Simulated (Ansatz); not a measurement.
# Calculations on Si$_{2}$NH$_{7}$Se

### Relaxation

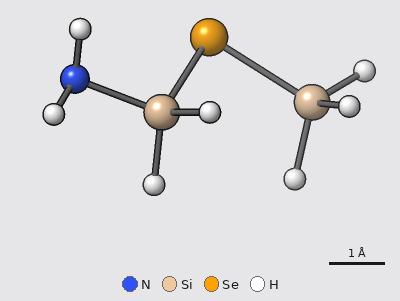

Si₂NH₇Se, before the relaxation. A ball-and-stick model, seen at a tilt.

The run prepares an end point of a later path (hydrogen shift) calculation, from a guessed geometry.

All numbers below come from RKS revPBE/def2-SVP (Ansatz 0.2.0).

The input:
```yaml
crystal:
  periodic: [false, false, false]
  atoms:
    - { symbol: "N", position_ang: [-0.1377, 2.3966, -0.9637] }
    - { symbol: Si, position_ang: [-0.3787, 0.7392, -0.4517] }
    - { symbol: Se, position_ang: [1.5848, -0.0313, 0.3291] }
    - { symbol: Si, position_ang: [0.7546, -2.0534, 0.7835] }
    - { symbol: H, position_ang: [0.0622, 2.9862, -0.1414] }
    - { symbol: H, position_ang: [-1.1296, 2.7832, -1.2844] }
    - { symbol: H, position_ang: [-1.3628, 0.6688, 0.615] }
    - { symbol: H, position_ang: [-0.7619, -0.0616, -1.6011] }
    - { symbol: H, position_ang: [1.7017, -2.9399, 1.4039] }
    - { symbol: H, position_ang: [0.1653, -2.648, -0.4354] }
    - { symbol: H, position_ang: [-0.4323, -1.8969, 1.7667] }
basis:
  gaussian: { orbitals: def2-SVP }
hamiltonian:
  xc: revpbe
relax:
  f_tol: 0.02
  max_steps: 50
```

Run as
```bash
ansatz run input.yaml --threads 2 --pin off --max-ram 3072MiB --backend cpu --events-out ev --progress --plain --runs-dir out
```

> What does the optimiser find from here?

Over 16 accepted moves (18 points after the start) the energy falls by 12.6 kcal/mol. Largest force component: 2.3 eV/Å at the start, 0.015 eV/Å at the end. The line search rejected the trial steps at points 9, 11 of the run. The forces were under the threshold at step 13, but the run went on from there. The largest move after the best rigid fit is that of H6, 1.04 Å. By element the largest moves are H 1.04 Å, N 0.56 Å, Se 0.55 Å, Si 0.31 Å. Near-neighbour distances that change, for instance: Si2–Se3 2.249 → 2.347 Å, N1–H6 1.112 → 1.025 Å, Se3–Si4 2.233 → 2.307 Å, Si4–H9 1.438 → 1.504 Å. Among the angles between lasting bonds that change: Si2–N1–H6 106.9° → 117.6°, Si2–N1–H5 109.5° → 118.4°, Se3–Si4–H9 113.7° → 105.8°. Groups turn about Si2–Se3 by about 40°. The run took 30 s on 2 threads of Intel(R) Xeon(R) Platinum 8559C (Emerald Rapids), with other jobs on the host, peak memory 0.18 GiB.

Step by step:

```csv
step,"E − E(0), kcal/mol","largest force component, eV/Å",note
0,0.00,2.2694,
1,-8.33,1.3100,
2,-9.43,0.4278,
3,-10.46,0.5800,
4,-11.18,0.2214,
5,-11.29,0.4986,
6,-11.43,0.1456,
7,-11.68,0.4586,
8,-12.24,0.1143,
9,-10.42,1.8174,rejected
10,-12.46,0.0902,
11,-12.42,0.3507,rejected
12,-12.54,0.0315,
13,-12.57,0.0122,
14,-12.57,0.0343,
15,-12.58,0.0202,
16,-12.58,0.0040,
17,-12.58,0.0116,
18,-12.58,0.0149,
```

The structure at the end:

```xyz
11

N    -0.5672    2.4762   -0.6106
Si   -0.5192    0.7357   -0.7300
Se    1.5500   -0.2300   -0.1878
Si    0.7312   -2.0655    0.9454
H    -0.3574    2.9090    0.2947
H    -0.1207    3.0158   -1.3586
H    -1.5293    0.1466    0.2166
H    -0.8549    0.4052   -2.1566
H     1.9387   -2.8438    1.3921
H    -0.1235   -2.9424    0.0668
H    -0.0821   -1.6638    2.1485
```

After the run, drawn alike:

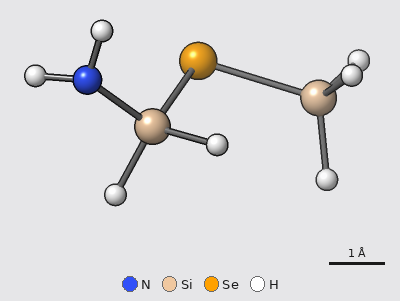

### Relaxation

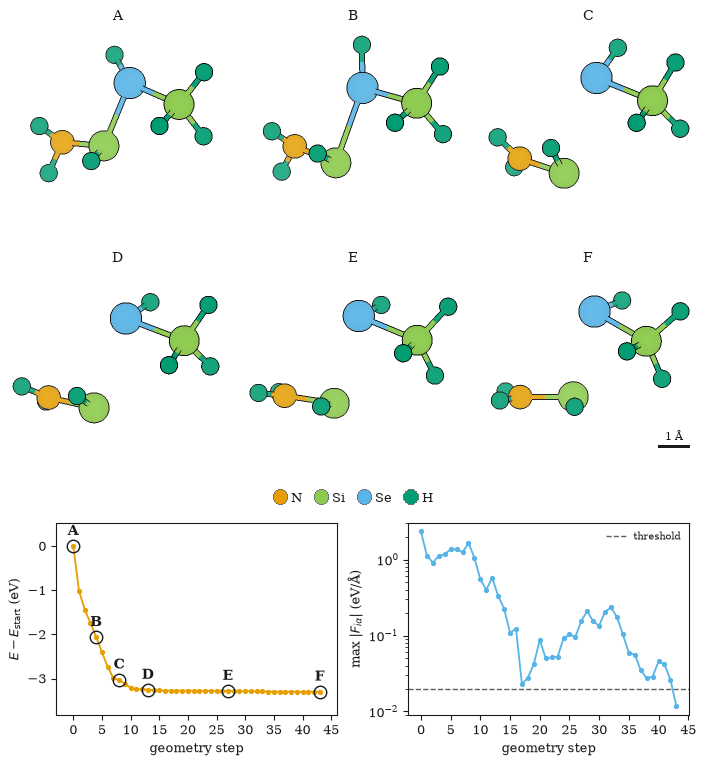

Frames of a relaxation of Si2NH7Se, marked on the history of the run. A ball-and-stick model, seen at a tilt.

The run prepares an end point of a later path (hydrogen shift) calculation, from a guessed geometry.

The calculation used RKS revPBE/def2-SVP in Ansatz.

The input:
```yaml
crystal:
  periodic: [false, false, false]
  atoms:
    - { symbol: "N", position_ang: [-0.1377, 2.3966, -0.9637] }
    - { symbol: Si, position_ang: [-0.3787, 0.7392, -0.4517] }
    - { symbol: Se, position_ang: [1.5848, -0.0313, 0.3291] }
    - { symbol: Si, position_ang: [0.7546, -2.0534, 0.7835] }
    - { symbol: H, position_ang: [0.0622, 2.9862, -0.1414] }
    - { symbol: H, position_ang: [-1.1296, 2.7832, -1.2844] }
    - { symbol: H, position_ang: [-1.3628, 0.6688, 0.615] }
    - { symbol: H, position_ang: [2.73343, 0.86315, -0.14155] }
    - { symbol: H, position_ang: [1.7017, -2.9399, 1.4039] }
    - { symbol: H, position_ang: [0.1653, -2.648, -0.4354] }
    - { symbol: H, position_ang: [-0.4323, -1.8969, 1.7667] }
basis:
  gaussian: { orbitals: def2-SVP }
hamiltonian:
  xc: revpbe
relax:
  f_tol: 0.02
  max_steps: 50
output:
  orbitals: {}
```

Command:
```bash
ansatz run input.yaml --threads 2 --pin off --max-ram 3072MiB --backend cpu --events-out ev --progress --plain --runs-dir out
```

> What happens along the run?

Over 43 geometry steps the energy falls by 3.297 eV. The largest force component goes from 2.3 to 0.012 eV/Å. The largest moves after the best rigid fit, 1.27 Å, are those of H5 and H8. Largest moves by element: H 1.27 Å, Si 0.76 Å, N 0.65 Å, Se 0.54 Å. Among the contacts that change: Si2–Se3 2.249 → 3.131 Å, Si2–Si4 3.257 → 3.891 Å, Si2–H7 1.453 → 1.559 Å, Se3–Si4 2.233 → 2.328 Å. Bonds break, among them: Si2–Se3 (2.25 → 3.13 Å). Among the angles between lasting bonds that change: Si4–Se3–H8 150.6° → 93.4°, Si2–N1–H5 109.5° → 127.4°, N1–Si2–H7 110.7° → 94.7°. From step 0 to 4: H8 moves most (0.65 Å), energy −2.063 eV. From step 4 to 8: H8 moves most (0.70 Å), energy −0.961 eV. From step 8 to 13: H8 moves most (0.52 Å), energy −0.232 eV. From step 13 to 27: H10 moves most (0.53 Å), energy −0.024 eV. From step 27 to 43: H7 moves most (0.63 Å), energy −0.016 eV.

| step | E − E(0), eV | largest force component, eV/Å |
| --- | --- | --- |
| 0 | 0.0000 | 2.3438 |
| 1 | -1.0159 | 1.1253 |
| 2 | -1.4370 | 0.9148 |
| 3 | -1.7399 | 1.1159 |
| 4 | -2.0631 | 1.1721 |
| 5 | -2.4050 | 1.3695 |
| 6 | -2.7336 | 1.3595 |
| 7 | -2.9919 | 1.2458 |
| 8 | -3.0244 | 1.6618 |
| 9 | -3.1209 | 1.0563 |
| 10 | -3.2064 | 0.5492 |
| 12 | -3.2440 | 0.5756 |
| 13 | -3.2567 | 0.3310 |
| 15 | -3.2692 | 0.1088 |
| 17 | -3.2721 | 0.0230 |
| 19 | -3.2733 | 0.0420 |
| 20 | -3.2740 | 0.0877 |
| 22 | -3.2755 | 0.0515 |
| 24 | -3.2768 | 0.0914 |
| 26 | -3.2791 | 0.0964 |
| 27 | -3.2809 | 0.1567 |
| 29 | -3.2838 | 0.1532 |
| 31 | -3.2897 | 0.2063 |
| 33 | -3.2930 | 0.1747 |
| 34 | -3.2947 | 0.1036 |
| 36 | -3.2961 | 0.0561 |
| 38 | -3.2965 | 0.0274 |
| 40 | -3.2970 | 0.0457 |
| 41 | -3.2971 | 0.0417 |
| 43 | -3.2974 | 0.0117 |

### Path

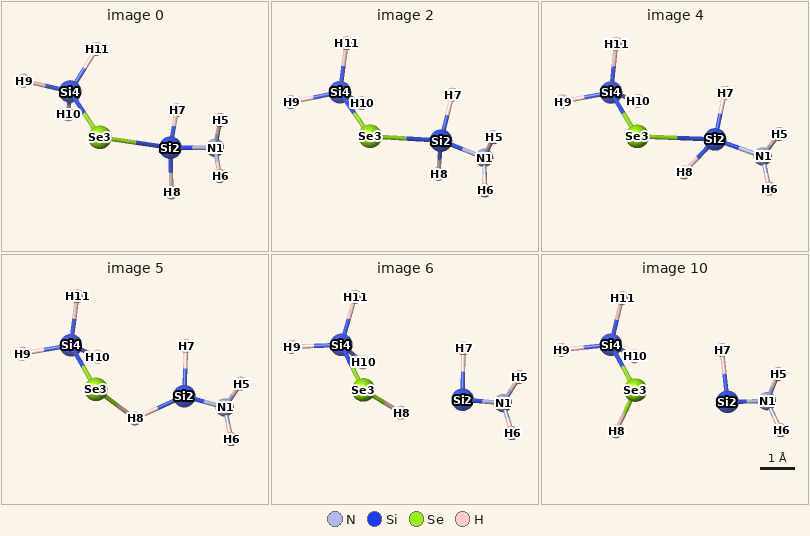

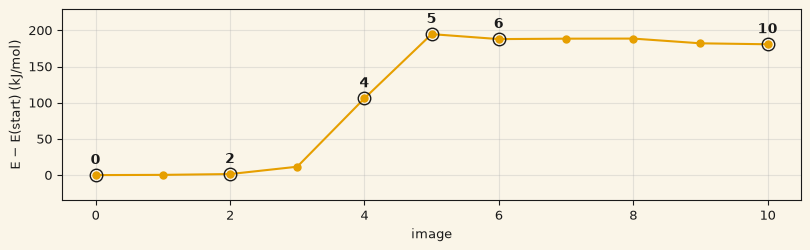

A search for the minimum-energy path of Si2NH7Se by the nudged elastic band. Images are numbered from 0 (start) to 10 (end). A ball-and-stick model, seen from a free direction.

Computed with Ansatz 0.2.0, RKS revPBE/def2-SVP. Set-up: 9 movable images; climbing image; force threshold 0.05 eV/Å; iteration limit 60; starting path through a guess of the saddle point.

Question: What happens along the path, and what is the barrier?

Answer: The energy climbs by 194.7 kJ/mol to image 5 and then falls by 14.0 kJ/mol, so the end point sits at +180.7 kJ/mol. Breaking: Si2–H8 (1.50 → 1.63 at the top → 3.55 Å), Si2–Se3 (2.35 → 2.96 at the top → 3.13 Å). Forming: Se3–H8 (3.17 → 1.86 at the top → 1.49 Å). The band converged in 30 iterations. The largest component of the band force went from 30 to 0.049 eV/Å. The climbing image converged on the top of the path. Its vibrational analysis gives one imaginary mode (450i cm⁻¹), as a transition state must have.

The run took 7.5 min on 2 threads of Intel(R) Xeon(R) Platinum 8559C (Emerald Rapids), with other jobs on the host, peak memory 0.19 GiB.
